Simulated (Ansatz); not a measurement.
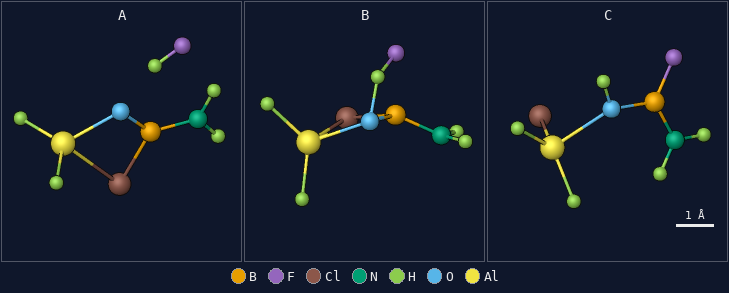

3 geometries from a converged minimum-energy path of AlBNH₅OClF, shuffled. Style: ball-and-stick. Shown at a tilt.

Method: RKS BHLYP/def2-SVP in Ansatz 0.2.0. Set-up: 9 movable images; climbing image; force threshold 0.03 eV/Å; iteration limit 60; starting path through a guess of the saddle point.

### One of them is the converged climbing image. Which?

B. In order along the path, whose images run from 0 to 10: C (image 1, +2.3 kJ/mol), B (image 5, +255.7 kJ/mol), A (image 10, +141.8 kJ/mol). Breaking: B–F (1.32 → 3.02 Å), H–O (0.96 → 1.69 Å). Forming: B–Cl (3.95 → 1.86 Å), F–H (2.37 → 0.93 Å).
